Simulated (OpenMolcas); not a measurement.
# Run report: C2H5Si, single-point calculation (part 2 of 2)

The same run, continued: C2H5Si, multiplicity 2; HF/STO-3G, UHF (OpenMolcas 26.06). A bond length was changed on purpose from its optimised value.

Geometry of the input (Å):
```
C  -0.7818  1.3089  -1.0222
C  -0.7309  0.7276  0.1823
Si 0.8864  -0.9135  0.8076
H  -0.1070  1.0236  -1.8242
H  -1.5022  2.0871  -1.2560
H  -1.4299  1.0679  0.9449
H  1.5315  -1.5441  -0.3751
H  0.3600  -1.9212  1.7654
```

## The program's output, continued
```
Iter     Tot. SCF        One-elec.       Two-elec.     Energy      Max Dij or  Max Fij      DNorm      TNorm      AccCon     Time
         Energy          Energy          Energy        Change      Delta Norm                                                in Sec.
   1  -362.614181407  -662.950622113   219.424910115   0.00E+00    7.78E-01*   2.14E-01*    7.90E+00   7.12E+01   None         0.
   2  -362.430236674  -664.385175367   221.043408102   1.84E-01*   3.96E-01*   8.63E-02*    4.17E+00   7.19E+01   EDIIS        0.
   3  -363.067582596  -663.892652230   219.913539043  -6.37E-01*   2.86E-01*   9.48E-02*    1.63E+00   7.15E+01   EDIIS        0.
   4  -363.121131431  -663.940485496   219.907823474  -5.35E-02*   1.68E-01*   3.74E-02*    8.90E-01   7.15E+01   EDIIS        0.
   5  -363.133960035  -663.930887171   219.885396545  -1.28E-02*   7.48E-02*   2.08E-02*    4.18E-01   7.15E+01   EDIIS        0.
   6  -363.136456161  -663.933291191   219.885304439  -2.50E-03*   2.42E-02*   1.61E-02*    1.76E-01   7.15E+01   c2DIIS       0.
   7  -363.137330585  -663.926951918   219.878090741  -8.74E-04*   2.55E-02*   4.32E-03*    6.06E-02   7.15E+01   QNRc2DIIS    0.
   8  -363.137485341  -663.933960810   219.884944877  -1.55E-04*   5.67E-02*   5.15E-03*    3.62E-02   7.15E+01   QNRc2DIIS    0.
   9  -363.137796749  -663.938586179   219.889258839  -3.11E-04*   2.59E-01*   6.49E-03*    7.97E-02   7.15E+01   QNRc2DIIS    0.
  10  -363.138208824  -663.960269931   219.910530515  -4.12E-04*   3.24E-01*   1.77E-02*    3.66E-01   7.15E+01   QNRc2DIIS    0.
  11  -363.137421376  -663.934155669   219.885203702   7.87E-04*   5.82E-02*   4.35E-03*    4.52E-01   7.15E+01   QNRc2DIIS    0.
  12  -363.137123087  -663.934059103   219.885405425   2.98E-04*   9.13E-02*   3.38E-03*    7.60E-02   7.15E+01   QNRc2DIIS    0.
  13  -363.137587952  -663.939229044   219.890110500  -4.65E-04*   2.34E-02*   5.15E-03*    1.24E-01   7.15E+01   QNRc2DIIS    0.
  14  -363.137744466  -663.935239753   219.885964696  -1.57E-04*   1.41E-01*   3.88E-03*    3.26E-02   7.15E+01   QNRc2DIIS    0.
  15  -363.138507005  -663.925826010   219.875788413  -7.63E-04*   4.95E-01*   9.37E-03*    1.94E-01   7.15E+01   QNRc2DIIS    0.
  16  -363.138641925  -663.906168487   219.855995970  -1.35E-04*   1.27E-01*   2.60E-02*    6.90E-01   7.15E+01   QNRc2DIIS    0.
  17  -363.142332992  -663.937643021   219.883779438  -3.69E-03*   7.21E-02*   7.80E-03*    1.95E-01   7.15E+01   QNRc2DIIS    0.
  18  -363.143170743  -663.946530490   219.891829155  -8.38E-04*   3.78E-02*   3.16E-03*    1.16E-01   7.15E+01   QNRc2DIIS    0.
  19  -363.143415445  -663.956994505   219.902048469  -2.45E-04*   1.23E-01*   3.23E-03*    5.99E-02   7.15E+01   QNRc2DIIS    0.
  20  -363.143934443  -663.975804804   219.920339769  -5.19E-04*   9.85E-02*   3.04E-03*    1.98E-01   7.15E+01   QNRc2DIIS    0.
  21  -363.144204044  -663.985469626   219.929734991  -2.70E-04*   4.44E-02*   3.96E-03*    1.62E-01   7.15E+01   QNRc2DIIS    0.
  22  -363.144398893  -663.977462366   219.921532882  -1.95E-04*   6.65E-02*   6.47E-04*    7.36E-02   7.15E+01   QNRc2DIIS    0.
  23  -363.144426951  -663.985750382   219.929792840  -2.81E-05*   2.76E-02*   5.37E-04*    1.10E-01   7.15E+01   QNRc2DIIS    0.
  24  -363.144435490  -663.982956168   219.926990087  -8.54E-06*   1.11E-02*   2.09E-04*    4.57E-02   7.15E+01   QNRc2DIIS    0.
  25  -363.144436452  -663.984065207   219.928098164  -9.61E-07*   4.85E-03*   9.17E-05*    1.82E-02   7.15E+01   QNRc2DIIS    0.
  26  -363.144436814  -663.983325478   219.927358073  -3.62E-07*   9.75E-04*   4.77E-05*    8.13E-03   7.15E+01   QNRc2DIIS    0.
  27  -363.144436847  -663.983371578   219.927404140  -3.30E-08*   2.80E-04*   1.51E-05*    1.46E-03   7.15E+01   QNRc2DIIS    0.
  28  -363.144436853  -663.983373726   219.927406282  -5.64E-09*   7.42E-05*   5.50E-06*    4.39E-04   7.15E+01   QNRc2DIIS    0.
  29  -363.144436853  -663.983375476   219.927408031  -5.76E-10*   3.90E-05*   3.34E-06*    1.24E-04   7.15E+01   QNRc2DIIS    0.
  30  -363.144436853  -663.983373252   219.927405807  -1.49E-10*   1.11E-05*   7.98E-07*    6.39E-05   7.15E+01   QNRc2DIIS    0.
  31  -363.144436853  -663.983371872   219.927404428  -1.33E-11    1.92E-06    2.25E-07*    1.88E-05   7.15E+01   QNRc2DIIS    0.
  32  -363.144436853  -663.983372232   219.927404787  -4.55E-13    1.03E-06    6.82E-08     3.43E-06   7.15E+01   QNRc2DIIS    0.

       Convergence after  32 Iterations
--

 *****************************************************************************************************************************
 *                                             SCF/KS-DFT Program, Final results                                             *
 *                                                       Final Results                                                       *
 *****************************************************************************************************************************

::    Total SCF energy                               -363.1444368534
      One-electron energy                            -663.9833722320
      Two-electron energy                             219.9274047875
      Nuclear repulsion energy                         80.9115305911
      Kinetic energy (interpolated)                   359.0132464270
      Virial theorem                                    1.0115070696
      Total spin, S(S+1)                                1.2453765910
      Total spin, S                                     0.7228559159
      Max non-diagonal density matrix element           0.0000002841
      Max non-diagonal Fock matrix element              0.0000000967

      No orbitals printed
      No orbitals printed

++    Molecular charges:
      ------------------

      Mulliken charges per centre
      ---------------------------

                            C1                      C2                      SI3                     H4                      H5                      H6
                     alpha        beta       alpha        beta       alpha        beta       alpha        beta       alpha        beta       alpha        beta
      Total        3.4895      2.6614      2.5264      3.6387      7.4394      6.0831      0.4447      0.5095      0.4376      0.5113      0.5117      0.4528
      Total              6.1509                  6.1651                 13.5225                  0.9542                  0.9489                  0.9645

      Charge           -0.1509                 -0.1651                  0.4775                  0.0458                  0.0511                  0.0355

                            H7                      H8
                     alpha        beta       alpha        beta
      Total        0.5754      0.5717      0.5753      0.5715
      Total              1.1471                  1.1468

      Charge           -0.1471                 -0.1468

      Total electronic charge=   31.000000

      Total            charge=   -0.000000
--

++    Molecular orbitals:
      -------------------

      Title: Natural orbitals

      Molecular orbitals for symmetry species 1: a

          Orbital            1         2         3         4         5         6         7         8         9        10
          Energy          -67.9165  -10.9820  -10.9569   -5.9122   -3.9374   -3.9363   -3.9292   -0.6083   -0.4250   -0.5796
          Occ. No.          2.0000    2.0000    2.0000    2.0000    2.0000    2.0000    2.0000    1.9997    1.9996    1.9993

        1 C1     1s         0.0000    0.9968   -0.0045    0.0000   -0.0000    0.0000   -0.0000    0.0002    0.0028    0.0175
        2 C1     1s        -0.0000    0.0227   -0.0113   -0.0001    0.0002   -0.0002   -0.0011   -0.0012   -0.0062   -0.0663
        3 C1     2px       -0.0000    0.0001    0.0003   -0.0007   -0.0003   -0.0004    0.0001   -0.0197    0.0015   -0.3641
        4 C1     2py        0.0000   -0.0010    0.0040    0.0003   -0.0002    0.0002    0.0000    0.0062    0.0001    0.2668
        5 C1     2pz        0.0000    0.0020   -0.0099    0.0005   -0.0001    0.0003   -0.0003    0.0149   -0.0020    0.1716
        6 C2     1s        -0.0001    0.0079    0.9969   -0.0008    0.0002   -0.0012   -0.0001   -0.0045    0.0001   -0.0489
        7 C2     1s         0.0003   -0.0107    0.0205    0.0039   -0.0021    0.0080    0.0005    0.0048   -0.0005    0.1640
        8 C2     2px        0.0002   -0.0000    0.0001    0.0024   -0.0001    0.0056    0.0015   -0.0148   -0.0062   -0.1502
        9 C2     2py       -0.0002   -0.0034    0.0008   -0.0028    0.0025   -0.0044    0.0006    0.0010   -0.0025    0.0858
       10 C2     2pz        0.0001    0.0077   -0.0020    0.0008    0.0002    0.0024   -0.0029   -0.0030    0.0132    0.1333
       11 SI3    1s         0.9940    0.0000   -0.0001    0.3452    0.0015   -0.0016    0.0000    0.0577   -0.0015   -0.0028
       12 SI3    1s         0.0187   -0.0001    0.0003   -1.0430   -0.0053    0.0058   -0.0000   -0.2203    0.0055    0.0106
       13 SI3    1s        -0.0029    0.0002   -0.0019   -0.0421    0.0156   -0.0044   -0.0001    0.5884   -0.0149   -0.0245
       14 SI3    2px       -0.0000    0.0000   -0.0004    0.0012   -0.7302    0.4562   -0.4660    0.0149    0.0679   -0.0032
       15 SI3    2px        0.0001   -0.0002    0.0017    0.0011   -0.0543    0.0354   -0.0294    0.0141   -0.2149    0.0054
       16 SI3    2py       -0.0000   -0.0000    0.0005   -0.0009   -0.4393   -0.8597   -0.1534    0.0788    0.0199   -0.0014
       17 SI3    2py        0.0002    0.0001   -0.0018   -0.0001   -0.0374   -0.0670   -0.0098   -0.1977   -0.0636    0.0050
       18 SI3    2pz       -0.0000   -0.0000   -0.0002    0.0004   -0.4780    0.0947    0.8530    0.0180   -0.1251   -0.0007
       19 SI3    2pz        0.0001    0.0001    0.0009    0.0006   -0.0364    0.0074    0.0538   -0.0141    0.3918   -0.0004
       20 H4     1s         0.0000   -0.0118    0.0016    0.0001   -0.0006    0.0005    0.0009   -0.0169   -0.0034   -0.3873
       21 H5     1s         0.0000   -0.0119    0.0015    0.0003    0.0003    0.0002    0.0004    0.0088   -0.0067    0.3235
       22 H6     1s         0.0000    0.0009   -0.0134    0.0004   -0.0005    0.0005    0.0003    0.0093    0.0033    0.2074
       23 H7     1s         0.0010   -0.0001    0.0001    0.0163    0.0008   -0.0164    0.0413    0.3434   -0.5110    0.0005
       24 H8     1s         0.0010    0.0000    0.0005    0.0164    0.0008   -0.0162   -0.0415    0.3675    0.4935   -0.0262

          Orbital           11        12        13        14        15        16        17        18        19        20
          Energy           -0.5309   -0.6373   -0.8944   -0.3232   -0.2674   -0.0116    0.3187    0.2959    0.8565    0.6913
          Occ. No.          1.9990    1.9986    1.9978    1.9248    1.8132    1.0000    0.1868    0.0752    0.0022    0.0014

        1 C1     1s        -0.0488    0.0509   -0.1892   -0.0202   -0.0009   -0.0054   -0.0001   -0.0155    0.2260    0.0436
        2 C1     1s         0.1664   -0.1927    0.5691    0.0724    0.0041    0.0211    0.0007    0.0506   -1.5346   -0.2682
        3 C1     2px        0.0469    0.1941   -0.0005    0.0292    0.4222   -0.0890   -0.5149    0.0213   -0.0351    0.4004
        4 C1     2py        0.1533   -0.2239   -0.0724   -0.0607    0.4482   -0.1080   -0.5477   -0.0267    0.2202   -0.5200
        5 C1     2pz       -0.4523    0.1042    0.1723    0.0608    0.1991   -0.0234   -0.2370    0.0771   -0.4206    0.3342
        6 C2     1s         0.0150   -0.1390   -0.1102    0.1004    0.0054    0.0185    0.0027    0.1065   -0.1328    0.1212
        7 C2     1s        -0.0435    0.4526    0.3016   -0.4221   -0.0223   -0.0875   -0.0140   -0.5110    0.9173   -0.8127
        8 C2     2px       -0.1222   -0.1453    0.0062   -0.3736    0.3913   -0.0744    0.5374   -0.4200   -0.0978    0.3920
        9 C2     2py       -0.0461    0.0803    0.1186    0.3973    0.4385    0.0719    0.5755    0.4201    0.4327   -0.2614
       10 C2     2pz        0.3690    0.1486   -0.2753   -0.1179    0.1817   -0.0278    0.2485   -0.1536   -0.7637   -0.2764
       11 SI3    1s         0.0008   -0.0026   -0.0023   -0.0260    0.0040    0.0398   -0.0034    0.0354    0.0003   -0.0006
       12 SI3    1s        -0.0029    0.0092    0.0082    0.0900   -0.0140   -0.1360    0.0114   -0.1208   -0.0006    0.0017
       13 SI3    1s         0.0063   -0.0366   -0.0261   -0.3076    0.0446    0.5166   -0.0501    0.4770    0.0105   -0.0125
       14 SI3    2px        0.0016   -0.0028   -0.0009   -0.1107   -0.0192   -0.2050    0.0274    0.2021   -0.0032   -0.0012
       15 SI3    2px       -0.0031    0.0137    0.0049    0.3004    0.0541    0.6088   -0.0847   -0.6297    0.0064    0.0051
       16 SI3    2py       -0.0019    0.0013    0.0040    0.1226   -0.0170   -0.1631    0.0111   -0.1413   -0.0001   -0.0036
       17 SI3    2py        0.0039   -0.0106   -0.0128   -0.3205    0.0464    0.4590   -0.0332    0.4271    0.0033    0.0111
       18 SI3    2pz       -0.0006    0.0006   -0.0037   -0.0392   -0.0128   -0.1413    0.0176    0.0858    0.0008   -0.0002
       19 SI3    2pz        0.0016   -0.0001    0.0122    0.1084    0.0353    0.4154   -0.0543   -0.2699   -0.0032    0.0014
       20 H4     1s         0.3667    0.0668    0.1023    0.0934    0.0015    0.0165    0.0015    0.0811    0.5584   -0.0683
       21 H5     1s         0.1852   -0.3654    0.1241   -0.1360   -0.0028   -0.0298    0.0001   -0.1094    0.5075    0.8096
       22 H6     1s         0.3102    0.3917   -0.0482    0.1439    0.0023    0.0211    0.0037    0.1079   -0.1414    0.9081
       23 H7     1s         0.0133    0.0100   -0.0184    0.1412   -0.0068   -0.1910    0.0248   -0.1335   -0.0221   -0.0023
       24 H8     1s        -0.0111   -0.0107    0.0178    0.1389    0.0026   -0.1926    0.0344   -0.1349    0.0152    0.0174

          Orbital           21        22        23        24
          Energy            0.8494    0.8994    0.5805    0.5339
          Occ. No.          0.0010    0.0007    0.0004    0.0003

        1 C1     1s         0.0548   -0.0107   -0.0043   -0.0001
        2 C1     1s        -0.2531    0.0688    0.0465    0.0004
        3 C1     2px       -0.0463    0.7970   -0.0068   -0.0223
        4 C1     2py       -0.3831   -0.5499    0.0057    0.0069
        5 C1     2pz        0.9722   -0.4626    0.0015    0.0167
        6 C2     1s         0.0101   -0.0614    0.0023    0.0007
        7 C2     1s        -0.1821    0.4170   -0.0158   -0.0057
        8 C2     2px       -0.2469   -0.4767   -0.0283    0.0579
        9 C2     2py       -0.1152    0.3181   -0.0166    0.0072
       10 C2     2pz        0.7992    0.3186    0.0602    0.0078
       11 SI3    1s        -0.0007    0.0038    0.0012    0.0480
       12 SI3    1s         0.0023   -0.0123   -0.0040   -0.1503
       13 SI3    1s        -0.0078    0.0647    0.0206    0.8141
       14 SI3    2px       -0.0040    0.0051   -0.1564   -0.0106
       15 SI3    2px        0.0149   -0.0230    0.5520    0.0394
       16 SI3    2py        0.0027    0.0018   -0.0443    0.2509
       17 SI3    2py       -0.0089   -0.0010    0.1566   -0.8793
       18 SI3    2pz        0.0029    0.0053    0.2857    0.0290
       19 SI3    2pz       -0.0129   -0.0216   -1.0086   -0.0997
       20 H4     1s         0.7513   -0.8263   -0.0219    0.0257
       21 H5     1s         0.4947    0.6360   -0.0213   -0.0146
       22 H6     1s        -0.5713   -0.6097    0.0006    0.0351
       23 H7     1s        -0.0053   -0.0226   -0.7292   -0.7523
       24 H8     1s         0.0019   -0.0288    0.6916   -0.7871
--

++    Molecular properties:
      ---------------------

      Charge (e):
                      =   -0.0000
      Dipole Moment (debye):
      Origin of the operator (angstrom)=    0.0963   -0.0070    0.2063
                   X=  8.0238E-01               Y= -2.3083E-01               Z=  6.4932E-01           Total=  1.0577E+00
      Quadrupole Moment (debye*angstrom):
      Origin of the operator (angstrom)=    0.0963   -0.0070    0.2063
                  XX= -2.3697E+01              XY= -2.1170E-01              XZ=  5.6800E-01              YY= -2.5175E+01
                  YZ=  2.3973E-01              ZZ= -2.4307E+01
      In traceless form (debye*angstrom)
                  XX=  1.0435E+00              XY= -3.1755E-01              XZ=  8.5200E-01              YY= -1.1732E+00
                  YZ=  3.5959E-01              ZZ=  1.2968E-01
--

--- Stop Module: scf /rc=_RC_ALL_IS_WELL_ ---
--- Module scf spent 1 second ---

.##################.
.# Happy landing! #.
.##################.

    Timing: Wall=2.88 User=2.41 System=0.46
```

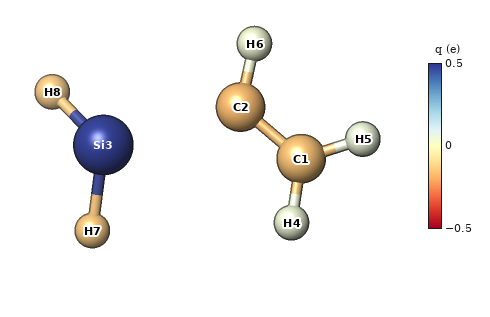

Mulliken charges, as the colour of each atom (ball-and-stick view, seen on its broad side; atoms are numbered from 1 in the order of the input). By element: C −0.17 to −0.15, Si +0.48 and H −0.15 to +0.05 e.

## Results in brief

```csv
quantity,value
outcome,converged
total energy,−363.144437 hartree
basis functions,24
⟨S²⟩,1.245
dipole moment,1.06 debye
hardware,"1 thread of Intel Xeon @ 2.50GHz (Skylake/Cascade Lake), 96 GiB of memory available, shared host"
wall time,3.3 s
peak memory,0.37 GiB
```

Further notes kept with the run: spin contamination. ⟨S²⟩ is 1.25 against 0.75 for a pure state: the solution is spin-contaminated.
